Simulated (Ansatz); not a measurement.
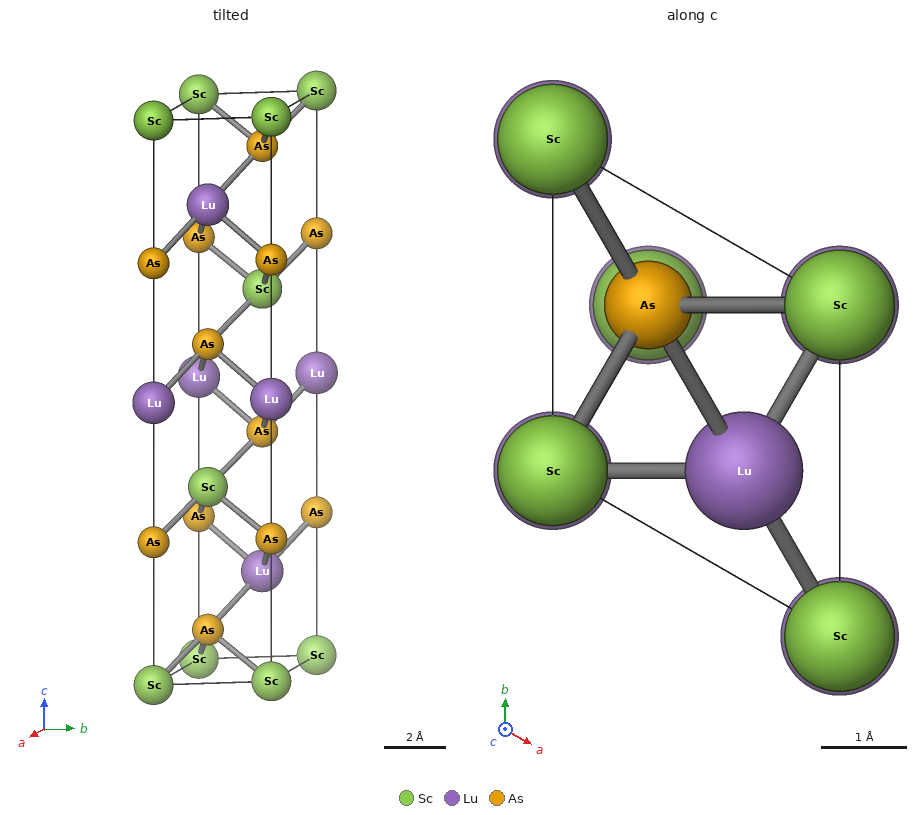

This ball-and-stick model is shown slightly off an axis and along the c axis. The lines enclose the conventional unit cell; boundary atoms appear with their images.

LuScAs2, space group R-3m (No. 166), a = 3.945 Å, b = 3.945 Å, c = 19.301 Å, α = 90.00°, β = 90.00°, γ = 120.00°. The initial geometry was a structure type filled with these elements by a generator (whether the compound takes this form wasn't checked). Earlier steps of the study, as a rule a relaxation of our own, may have changed the cell and positions, so they can lie some per cent off the listed ones. Ansatz was used for an electronic-structure calculation on it.

This one geometry was computed with Ansatz (DFT, plane waves, PAW) at three levels of theory: PBE with spin-orbit coupling, r2SCAN and PBE. It was relaxed beforehand with r2SCAN.

> How does the band gap change with the level of theory?

All levels give a metal.

> Collect the results in a table.

| level | cutoff (eV) | k-mesh of the run's cell | gap (eV) | pressure (GPa) |
| --- | --- | --- | --- | --- |
| PBE with spin-orbit coupling | 420 | 8×8×8 | metal | 0.5 |
| r2SCAN | 500 | 8×8×8 | metal | 0.0 |
| PBE | 420 | 8×8×8 | metal | 0.6 |

Gaps are taken on the k-mesh or band path of each run.
